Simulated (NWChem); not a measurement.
# the pair BH2S2F···SiH2O: a chain of runs

We compute the energy (singlet BSiH4S2OF, PBE-D3(BJ)/3-21G), then the energy (singlet BH2S2F, PBE-D3(BJ)/3-21G), then a single-point energy (singlet SiH2O, PBE-D3(BJ)/3-21G), then the energy (singlet BH2S2F, PBE-D3(BJ)/3-21G), then a single-point energy (singlet SiH2O, PBE-D3(BJ)/3-21G) of BFH4OS2Si and its partners. 

The calculation is run with NWChem 7.3.0.

## 1. The molecule

BSiH4S2OF has 10 atoms, charge 0, and is taken as a singlet. The two molecules were placed rigidly side by side, at 1.3 times their contact distance; the pair isn't optimised.

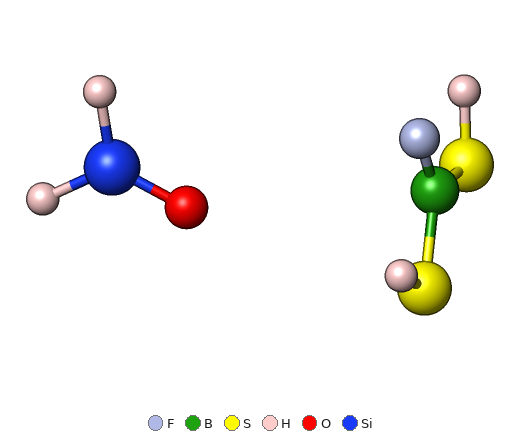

Viewed from a chosen angle; fluorine light blue, boron green, sulfur yellow, hydrogen pink, oxygen red, silicon blue.

## 2. The energy at PBE-D3(BJ)/3-21G (run 1)

The input, nw.nw:

```
start nw
memory total 2200 mb
geometry units au noautosym nocenter noautoz
F   -0.87670064  -1.42715896   1.92859779
B   -0.01517450  -0.02479321   0.03358043
S    3.30356252  -0.03046239  -0.75670303
S   -2.14470687   1.91690039  -1.79246192
H    3.94361276  -1.67452411   1.06858343
H   -4.21055547   1.24000049  -0.48155891
O   -2.08903554   5.83844114   5.76185054
Si  -1.86604786   6.75722598   8.46567068
H   -1.80567111   5.06138576  10.70185919
H   -1.68157279   9.46149966   9.19640888
end
basis "ao basis" spherical bse
* library 3-21G
end
dft
xc xpbe96 cpbe96
mult 1
disp vdw 4
grid fine
convergence energy 1e-08
maxiter 100
mulliken
print low
end
task dft energy
```

Launch:

```bash
nwchem nw.nw > nw.out
```

The log of the run:

```text
[...]
 d= 0,ls=0.0,diis     1  -1280.6386706050 -1.63D+03  8.32D-02  2.10D+00     1.0
[...]
 d= 0,ls=0.5,diis    22  -1280.9463455086 -6.76D-09  1.50D-06  6.62D-09    15.3
         Total DFT energy =    -1280.946345511947
      One electron energy =    -2464.920822659238
           Coulomb energy =      932.137527953740
    Exchange-Corr. energy =      -95.944579393675
 Nuclear repulsion energy =      347.788613658643
    Dispersion correction =       -0.007085071417
[...]
      Total Density - Mulliken Population Analysis
     ---------------------------------------------
    Atom       Charge   Shell Charges
 -----------   ------   -------------------------------------------------------
    1 F    9     9.16   1.98  0.45  2.49  1.52  2.72
    2 B    5     4.92   1.98  0.43  1.32  0.47  0.72
    3 S   16    16.09   2.00  1.96  5.87  1.06  2.56  0.91  1.74
    4 S   16    16.08   2.00  1.96  5.87  1.06  2.56  0.90  1.73
    5 H    1     0.88   0.45  0.43
    6 H    1     0.88   0.45  0.43
    7 O    8     8.50   1.98  0.44  2.06  1.54  2.47
    8 Si  14    13.26   2.00  1.97  5.85  0.79  1.56  0.45  0.65
    9 H    1     1.12   0.43  0.69
   10 H    1     1.12   0.43  0.69
[...]
```

It took 17 s on 1 thread of Intel Xeon Platinum 8559C (Emerald Rapids), shared host; peak memory 0.12 GiB.

## 3. BH2S2F: a single-point energy at PBE-D3(BJ)/3-21G (run 2)

The input, bfh2s2.nw:

```
echo
start bfh2s2
memory total 2200 mb

geometry units atomic noautosym nocenter noautoz
F     -0.87670064    -1.42715896     1.92859779
B     -0.01517450    -0.02479321     0.03358043
S      3.30356252    -0.03046239    -0.75670303
S     -2.14470687     1.91690039    -1.79246192
H      3.94361276    -1.67452411     1.06858343
H     -4.21055547     1.24000049    -0.48155891
end

basis "ao basis" spherical bse
* library 3-21G
end

dft
xc xpbe96 cpbe96
mult 1
disp vdw 4
grid fine
convergence energy 1e-08
iterations 100
mulliken
noprint "final vectors analysis"
end

task dft energy
```

Launch:

```bash
nwchem bfh2s2.nw > bfh2s2.out
```

The log of the run:

```text
[...]
          Wavefunction type:  closed shell.
          No. of atoms     :     6
          No. of electrons :    48
[...]
          Charge           :     0
          Spin multiplicity:     1
[...]
          AO basis - number of functions:    48
[...]
              XC Information
              --------------
          PerdewBurkeErnzerhof Exchange Functional  1.000
            Perdew 1991 LDA Correlation Functional  1.000 local
           PerdewBurkeErnz. Correlation Functional  1.000 non-local
[...]
 d= 0,ls=0.0,diis     1   -917.1395870165 -1.10D+03  4.47D-02  9.11D-01     0.5
[...]
 d= 0,ls=0.0,diis    11   -917.2588306746 -2.91D-10  3.21D-07  1.61D-10     3.8
         Total DFT energy =     -917.258830674634
      One electron energy =    -1640.209011063253
           Coulomb energy =      601.948173752461
    Exchange-Corr. energy =      -66.030032448551
 Nuclear repulsion energy =      187.036881876364
    Dispersion correction =       -0.004842791655
[...]
      Total Density - Mulliken Population Analysis
     ---------------------------------------------
    Atom       Charge   Shell Charges
 -----------   ------   -------------------------------------------------------
    1 F    9     9.16   1.98  0.45  2.49  1.52  2.72
    2 B    5     4.93   1.98  0.43  1.32  0.47  0.73
    3 S   16    16.08   2.00  1.96  5.87  1.06  2.56  0.91  1.73
    4 S   16    16.08   2.00  1.96  5.87  1.06  2.56  0.91  1.73
    5 H    1     0.88   0.45  0.43
    6 H    1     0.88   0.45  0.43
[...]
```

Run time: 4.5 s. Hardware: 1 thread of Intel Xeon Platinum 8559C (Emerald Rapids), shared host; peak memory 0.12 GiB.

## 4. SiH2O: the energy at PBE-D3(BJ)/3-21G (run 3)

The input, sp.nw:

```
START sp
TITLE "H2OSi"
memory stack 880 mb heap 220 mb global 1100 mb

GEOMETRY units angstrom noautosym nocenter noautoz
 O     -1.105470     3.089570     3.049040
 Si    -0.987470     3.575770     4.479840
 H     -0.955520     2.678370     5.663180
 H     -0.889850     5.006810     4.866530
END

BASIS spherical bse
 * library 3-21G
END

DFT
 xc xpbe96 cpbe96
 disp vdw 4
 grid fine
 convergence energy 1e-08
 maxiter 100
 mulliken
 noprint "final vectors analysis"
END

TASK dft energy
```

Launch:

```bash
nwchem sp.nw > sp.out
```

The log of the run:

```text
[...]
          Wavefunction type:  closed shell.
          No. of atoms     :     4
          No. of electrons :    24
[...]
          Charge           :     0
          Spin multiplicity:     1
[...]
          AO basis - number of functions:    26
[...]
              XC Information
              --------------
          PerdewBurkeErnzerhof Exchange Functional  1.000
            Perdew 1991 LDA Correlation Functional  1.000 local
           PerdewBurkeErnz. Correlation Functional  1.000 non-local
[...]
 d= 0,ls=0.0,diis     1   -363.4953164047 -4.16D+02  2.27D-01  1.21D+00     0.2
[...]
 d= 0,ls=0.0,diis    10   -363.6864368258 -3.50D-09  3.91D-07  9.47D-11     1.2
         Total DFT energy =     -363.686436825809
      One electron energy =     -607.770732304778
           Coulomb energy =      221.515547917287
    Exchange-Corr. energy =      -29.914384965801
 Nuclear repulsion energy =       52.484831970358
    Dispersion correction =       -0.001699442875
[...]
      Total Density - Mulliken Population Analysis
     ---------------------------------------------
    Atom       Charge   Shell Charges
 -----------   ------   -------------------------------------------------------
    1 O    8     8.50   1.98  0.44  2.06  1.54  2.47
    2 Si  14    13.26   2.00  1.97  5.85  0.79  1.56  0.45  0.65
    3 H    1     1.12   0.43  0.69
    4 H    1     1.12   0.43  0.69
[...]
```

Run time: 1.8 s. Hardware: 1 thread of Intel Xeon Platinum 8559C (Emerald Rapids), shared host; peak memory 0.11 GiB.

## 5. BH2S2F among ghost functions: the energy at PBE-D3(BJ)/3-21G (with ghost functions) (run 4)

The input, mol.nw:

```
start mol
title "BFH2S2"
memory stack 880 mb heap 220 mb global 1100 mb

geometry noautosym nocenter noautoz
  F     -0.463930    -0.755220     1.020570
  B     -0.008030    -0.013120     0.017770
  S      1.748170    -0.016120    -0.400430
  S     -1.134930     1.014380    -0.948530
  H      2.086870    -0.886120     0.565470
  H     -2.228130     0.656180    -0.254830
  bqO     -1.105470     3.089570     3.049040
  bqSi    -0.987470     3.575770     4.479840
  bqH     -0.955520     2.678370     5.663180
  bqH     -0.889850     5.006810     4.866530
end

basis spherical bse
  F library 3-21G
  B library 3-21G
  S library 3-21G
  H library 3-21G
  bqO library O 3-21G
  bqSi library Si 3-21G
  bqH library H 3-21G
end

dft
  xc xpbe96 cpbe96
  mult 1
  disp vdw 4
  grid fine
  convergence energy 1e-08
  maxiter 100
  mulliken
  print low
end

task dft energy
```

Launch:

```bash
nwchem mol.nw > mol.out
```

The log of the run:

```text
[...]
 d= 0,ls=0.0,diis     1   -917.1396160712 -1.10D+03  2.90D-02  9.11D-01     0.9
[...]
 d= 0,ls=0.0,diis    11   -917.2588621880 -3.00D-10  2.08D-07  1.61D-10     7.3
         Total DFT energy =     -917.258862188041
      One electron energy =    -1640.207854749704
           Coulomb energy =      601.946896669145
    Exchange-Corr. energy =      -66.029956617529
 Nuclear repulsion energy =      187.036895301937
    Dispersion correction =       -0.004842791889
[...]
      Total Density - Mulliken Population Analysis
     ---------------------------------------------
    Atom       Charge   Shell Charges
 -----------   ------   -------------------------------------------------------
    1 F    9     9.16   1.98  0.45  2.49  1.52  2.72
    2 B    5     4.93   1.98  0.43  1.32  0.47  0.73
    3 S   16    16.08   2.00  1.96  5.87  1.06  2.56  0.91  1.73
    4 S   16    16.08   2.00  1.96  5.87  1.06  2.56  0.91  1.73
    5 H    1     0.88   0.45  0.43
    6 H    1     0.88   0.45  0.43
    7 X    0     0.00  -0.00 -0.00 -0.00 -0.00  0.00
    8 X    0     0.00  -0.00 -0.00 -0.00 -0.00 -0.00  0.00  0.00
    9 X    0    -0.00  -0.00 -0.00
   10 X    0    -0.00  -0.00 -0.00
[...]
```

Wall time 8.1 s (1 thread of Intel Xeon Platinum 8559C (Emerald Rapids), shared host); peak memory 0.12 GiB.

## 6. SiH2O among ghost functions: a single-point energy at PBE-D3(BJ)/3-21G (with ghost functions) (run 5)

The input, h2osi.nw:

```
START h2osi
memory stack 880 mb heap 220 mb global 1100 mb
charge 0

GEOMETRY noautosym nocenter noautoz
 O       -1.105470       3.089570       3.049040
 Si      -0.987470       3.575770       4.479840
 H       -0.955520       2.678370       5.663180
 H       -0.889850       5.006810       4.866530
 bqF     -0.463930    -0.755220     1.020570
 bqB     -0.008030    -0.013120     0.017770
 bqS      1.748170    -0.016120    -0.400430
 bqS     -1.134930     1.014380    -0.948530
 bqH      2.086870    -0.886120     0.565470
 bqH     -2.228130     0.656180    -0.254830
END

BASIS "ao basis" spherical bse
 O library 3-21G
 Si library 3-21G
 H library 3-21G
 bqF library F 3-21G
 bqB library B 3-21G
 bqS library S 3-21G
 bqH library H 3-21G
END

DFT
 xc xpbe96 cpbe96
 disp vdw 4
 grid fine
 convergence energy 1e-08
 iterations 100
 mulliken
 noprint "final vectors analysis"
END

TASK dft
```

Launch:

```bash
nwchem h2osi.nw > h2osi.out
```

The log of the run:

```text
[...]
          Wavefunction type:  closed shell.
          No. of atoms     :    10
          No. of electrons :    24
[...]
          Charge           :     0
          Spin multiplicity:     1
[...]
          AO basis - number of functions:    74
[...]
              XC Information
              --------------
          PerdewBurkeErnzerhof Exchange Functional  1.000
            Perdew 1991 LDA Correlation Functional  1.000 local
           PerdewBurkeErnz. Correlation Functional  1.000 non-local
[...]
 d= 0,ls=0.0,diis     1   -363.4955188836 -4.16D+02  7.97D-02  1.20D+00     0.8
[...]
 d= 0,ls=0.0,diis    10   -363.6865840109 -3.48D-09  1.37D-07  9.47D-11     6.1
         Total DFT energy =     -363.686584010909
      One electron energy =     -607.768456340994
           Coulomb energy =      221.512913424479
    Exchange-Corr. energy =      -29.914173621878
 Nuclear repulsion energy =       52.484831970358
    Dispersion correction =       -0.001699442875
[...]
      Total Density - Mulliken Population Analysis
     ---------------------------------------------
    Atom       Charge   Shell Charges
 -----------   ------   -------------------------------------------------------
    1 O    8     8.50   1.98  0.44  2.06  1.54  2.47
    2 Si  14    13.26   2.00  1.97  5.85  0.79  1.56  0.45  0.65
    3 H    1     1.12   0.43  0.69
    4 H    1     1.12   0.43  0.69
    5 X    0    -0.00   0.00  0.00  0.00 -0.00 -0.00
    6 X    0     0.00  -0.00 -0.00 -0.00  0.00  0.00
    7 X    0    -0.00  -0.00 -0.00 -0.00 -0.00  0.00  0.00 -0.00
    8 X    0    -0.00   0.00  0.00 -0.00 -0.00 -0.00 -0.00  0.00
    9 X    0     0.00  -0.00  0.00
   10 X    0    -0.00   0.00 -0.00
[...]
```

Run time: 6.9 s. Hardware: 1 thread of Intel Xeon Platinum 8559C (Emerald Rapids), shared host; peak memory 0.12 GiB.

## 7. What came out

```
                                                                                                                   quantity           value
                                                                                      run 1, PBE-D3(BJ)/3-21G: total energy  -1280.94635 Eh
                                                                                 run 1, PBE-D3(BJ)/3-21G: dispersion energy   -18.60 kJ/mol
                                                                                                       BH2S2F: total energy   -917.25883 Eh
                                                                                                      BH2S2F: dipole moment          2.10 D
                                                                                                  BH2S2F: dispersion energy   -12.71 kJ/mol
                                                                                                        SiH2O: total energy   -363.68644 Eh
                                                                                                       SiH2O: dipole moment          2.64 D
                                                                                                   SiH2O: dispersion energy    -4.46 kJ/mol
                                                                                 BH2S2F among ghost functions: total energy   -917.25886 Eh
                                                                            BH2S2F among ghost functions: dispersion energy   -12.71 kJ/mol
                                                                                  SiH2O among ghost functions: total energy   -363.68658 Eh
                                                                                 SiH2O among ghost functions: dipole moment          2.65 D
                                                                             SiH2O among ghost functions: dispersion energy    -4.46 kJ/mol
              interaction energy of the rigid parts BH2S2F and SiH2O (parts in their own basis; closest atoms 4.25 Å apart)       -0.029 eV
interaction energy of the rigid parts BH2S2F and SiH2O (parts in the whole basis, counterpoise; closest atoms 4.25 Å apart)       -0.024 eV
```

The interaction energy of the rigid parts BH2S2F and SiH2O (parts in their own basis; closest atoms 4.25 Å apart) is −0.03 eV (−0.7 kcal/mol): the parts attract. Without counterpoise this holds the superposition error of the basis. The interaction energy of the rigid parts BH2S2F and SiH2O (parts in the whole basis, counterpoise; closest atoms 4.25 Å apart) is −0.02 eV (−2.4 kJ/mol): the parts attract. The basis-set superposition error is 0.5 kJ/mol. Mulliken charges (run 1, PBE-D3(BJ)/3-21G) run from -0.50 on O7 to +0.74 on Si8.
